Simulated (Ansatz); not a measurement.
# BFH₇N (built from SMILES B.F.N): single points off equilibrium

The atoms stand at a displaced guess of a reacting structure. How far do the functionals agree with CCSD(T) there?

The runs use Ansatz 0.2.0, Gaussian basis; single points in def2-TZVPP.

Correlated methods freeze the cores.

### Step 1. The system as given

10 atoms, charge 0, spin multiplicity 1.

Atoms are counted from 1 here; the program's logs count them from 0.

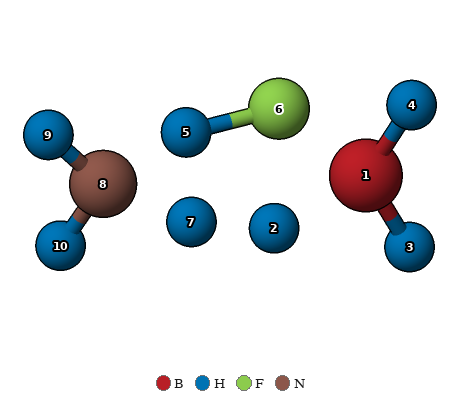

As it starts; boron red, hydrogen blue, fluorine green, nitrogen brown; atoms are numbered from 1 in the order of the file.

Geometry (Å):

```tsv
atom	x (Å)	y (Å)	z (Å)
B1	-1.21350	-0.05340	-1.00370
H2	-0.14890	-1.00430	-0.56830
H3	-2.22400	-0.37880	-0.49630
H4	-1.05820	0.23350	-2.13260
H5	0.27090	0.88420	0.52190
F6	-0.65090	1.23970	-0.09630
H7	0.55100	-0.78780	0.11890
N8	1.20650	0.00220	0.95280
H9	2.15710	0.20600	0.75140
H10	1.11990	-0.28070	1.92600
```

### Step 2. CCSD(T)/def2-TZVPP

Contents of run/in.yaml:

```yaml
crystal:
  periodic: [false, false, false]
  atoms:
    - {symbol: B, position_ang: [-1.213500, -0.053400, -1.003700]}
    - {symbol: H, position_ang: [-0.148900, -1.004300, -0.568300]}
    - {symbol: H, position_ang: [-2.224000, -0.378800, -0.496300]}
    - {symbol: H, position_ang: [-1.058200, 0.233500, -2.132600]}
    - {symbol: H, position_ang: [0.270900, 0.884200, 0.521900]}
    - {symbol: F, position_ang: [-0.650900, 1.239700, -0.096300]}
    - {symbol: H, position_ang: [0.551000, -0.787800, 0.118900]}
    - {symbol: N, position_ang: [1.206500, 0.002200, 0.952800]}
    - {symbol: H, position_ang: [2.157100, 0.206000, 0.751400]}
    - {symbol: H, position_ang: [1.119900, -0.280700, 1.926000]}
basis:
  gaussian: {orbitals: def2-TZVPP}
correlation: {method: ccsd_t}
output: {forces: true}
```

The command line of these runs was not kept.

### Step 3. PBE0-D4/def2-TZVPP

Changes to run/in.yaml since step 2:

```diff
@@ -15,3 +15,3 @@
   gaussian: {orbitals: def2-TZVPP}
-correlation: {method: ccsd_t}
-output: {forces: true}
+hamiltonian: {xc: pbe0, dispersion: d4}
+output: {forces: true, orbitals: {seedname: orbitals}}
```

### Step 4. wB97M-V/def2-TZVPP

Changes to run/in.yaml since step 3:

```diff
@@ -15,3 +15,3 @@
   gaussian: {orbitals: def2-TZVPP}
-hamiltonian: {xc: pbe0, dispersion: d4}
-output: {forces: true, orbitals: {seedname: orbitals}}
+hamiltonian: {xc: {name: wB97M-V}}
+output: {forces: true}
```

### Step 5. r2SCAN-D4/def2-TZVPP

Changes to run/in.yaml since step 4:

```diff
@@ -15,3 +15,3 @@
   gaussian: {orbitals: def2-TZVPP}
-hamiltonian: {xc: {name: wB97M-V}}
+hamiltonian: {xc: r2scan, dispersion: d4}
 output: {forces: true}
```

### Step 6. PBE-D4/def2-TZVPP

Changes to run/in.yaml since step 5:

```diff
@@ -15,3 +15,3 @@
   gaussian: {orbitals: def2-TZVPP}
-hamiltonian: {xc: r2scan, dispersion: d4}
+hamiltonian: {xc: pbe, dispersion: d4}
 output: {forces: true}
```

### Step 7. BHLYP-D4/def2-TZVPP

Changes to run/in.yaml since step 6:

```diff
@@ -15,3 +15,3 @@
   gaussian: {orbitals: def2-TZVPP}
-hamiltonian: {xc: pbe, dispersion: d4}
+hamiltonian: {xc: {name: BHLYP}, dispersion: d4}
 output: {forces: true}
```

### Step 8. r2SCANh-D4/def2-TZVPP

Changes to run/in.yaml since step 7:

```diff
@@ -15,3 +15,3 @@
   gaussian: {orbitals: def2-TZVPP}
-hamiltonian: {xc: {name: BHLYP}, dispersion: d4}
+hamiltonian: {xc: {name: r2SCANh}, dispersion: d4}
 output: {forces: true}
```

(Steps that only read results are left out.)

**Question.** What will these runs give? Wanted: energy less free atoms, CCSD(T)/def2-TZVPP; RMS force component; RMS force error; HOMO and LUMO, PBE0-D4; T1 diagnostic.

**Answer**, as computed:

| quantity | value |
| --- | --- |
| energy less free atoms, CCSD(T)/def2-TZVPP | -693.6 kcal/mol |
| RMS force component | 1.066 to 1.149 eV/Å over the methods |
| RMS force error | PBE0-D4 0.060, wB97M-V 0.062, r2SCAN-D4 0.120, PBE-D4 0.184, BHLYP-D4 0.149, r2SCANh-D4 0.094 eV/Å |
| HOMO and LUMO, PBE0-D4 | -7.89 and 0.12 eV |
| T1 diagnostic | 0.012 |

What this shows: Against CCSD(T) the functionals' energies less atoms differ by -36.3 to +1.7 kcal/mol, PBE-D4 by -36.3 kcal/mol. The reference is not at the basis limit: in triple zeta CCSD(T) underbinds, which counts against methods that bind more; the gaps are no ranking. The forces of PBE0-D4 come nearest to CCSD(T), those of PBE-D4 are farthest. Frozen-core CCSD(T) forces in triple zeta carry basis errors of their own, and this is one geometry, so small gaps rank nothing.
